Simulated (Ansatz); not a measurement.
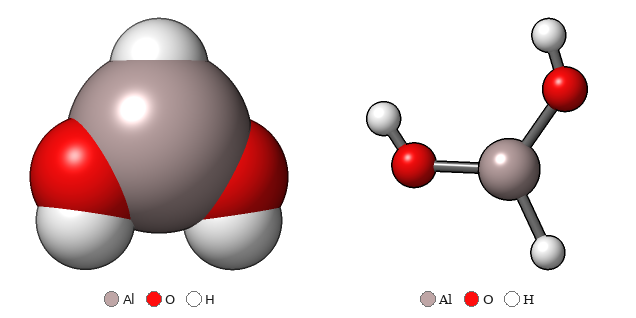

The same structure drawn twice, from different directions.

Identify the structure.

Formula AlH3O2. The point group is C2v. All atoms lie on one plane. Coordination: 1 Al trigonal planar; 2 O bent.

The parts below concern this one geometry. Atoms keep their numbers from picture to picture. The geometry was computed by an optimisation with PBE0-D4/def2-TZVP.

Shape

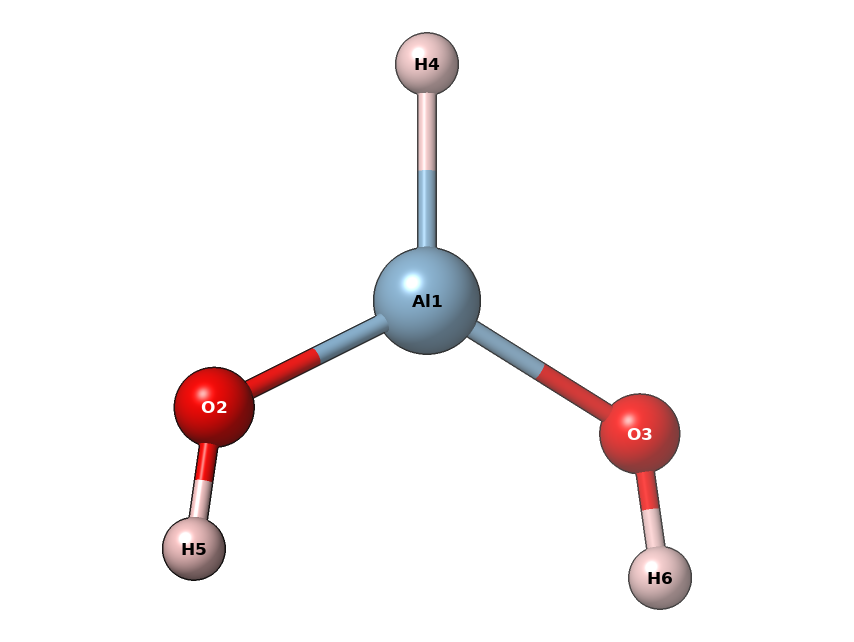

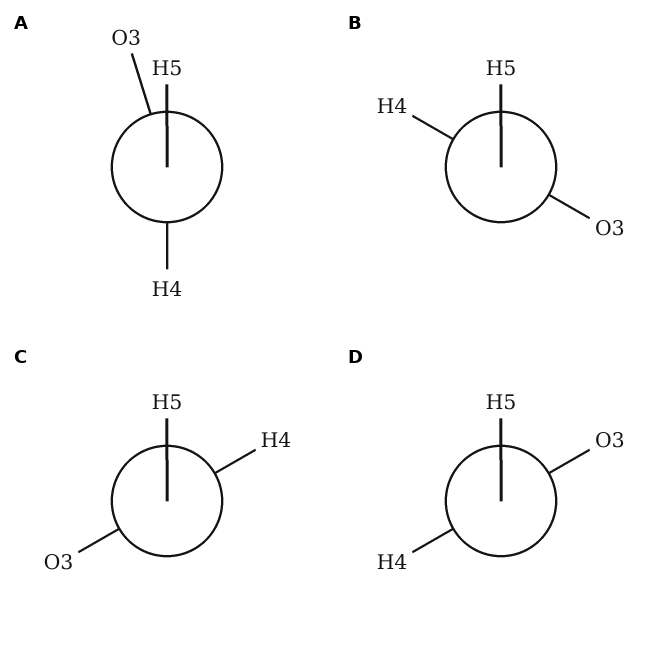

Distant atoms are faded towards the background colour. Bonds that would overlap in a projection are set slightly apart.

**Which Newman projection shows the view along O2–Al1, with O2 in front?**

A. The torsion angle H5–O2–Al1–O3 is 0°, synperiplanar (eclipsed).

Vibrations

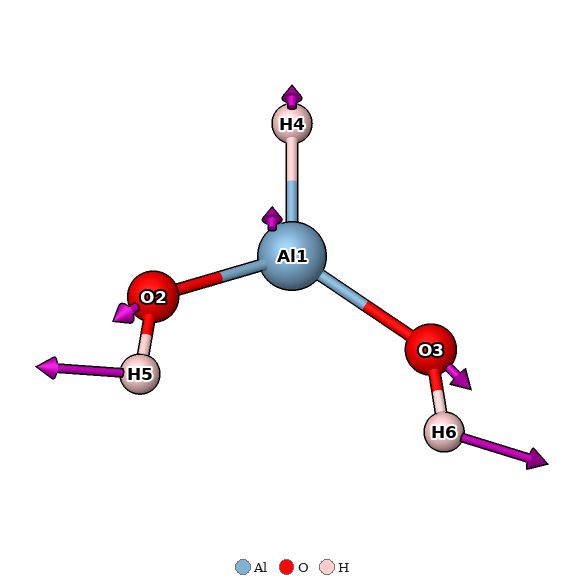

The arrows show one normal mode. Harmonic vibrations computed with RKS PBE0-D4/def2-TZVP (Ansatz 0.2.0) at a stationary point of the same level.

**At what wavenumber does it lie?**

811 cm⁻¹; it is mode 8 of 12 counted from the lowest.

Thermal motion

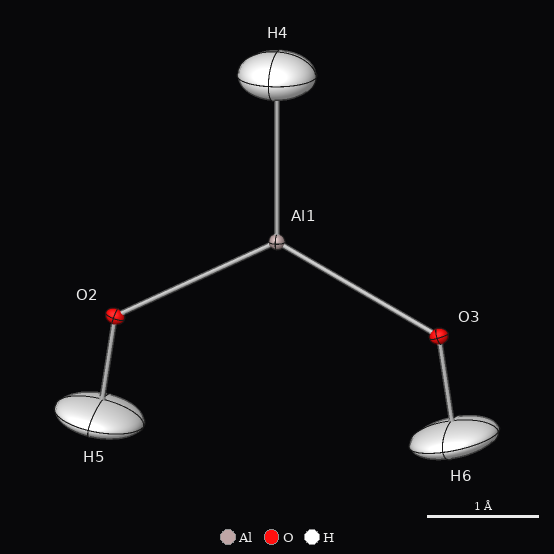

Displacement ellipsoids at the 50 % level, enlarged 1.5 times, from the internal vibrations of the free molecule (harmonic, no overall translation or rotation; no half-axis is drawn under 0.075 Å). Vibrations computed with RKS PBE0-D4/def2-TZVP (Ansatz 0.2.0). Temperature: 0 K (zero-point motion alone).

Give the displacement parameters, one line for each set of equivalent atoms.

```csv
atom,U_eq (Å²),rms amplitudes (Å)
Al1,0.00053,"0.019, 0.019, 0.030"
"O2, O3",0.00088,"0.022, 0.025, 0.039"
H4,0.0190,"0.094, 0.154, 0.156"
"H5, H6",0.0263,"0.068, 0.177, 0.207"
```

Electronic properties

Method: RKS PBE0-D4/def2-TZVPP (Ansatz 0.2.0).

**Give the HOMO energy (Kohn–Sham orbital) at this level.**

−9.08 eV.

**What is the LUMO energy (Kohn–Sham orbital)?**

−0.12 eV.
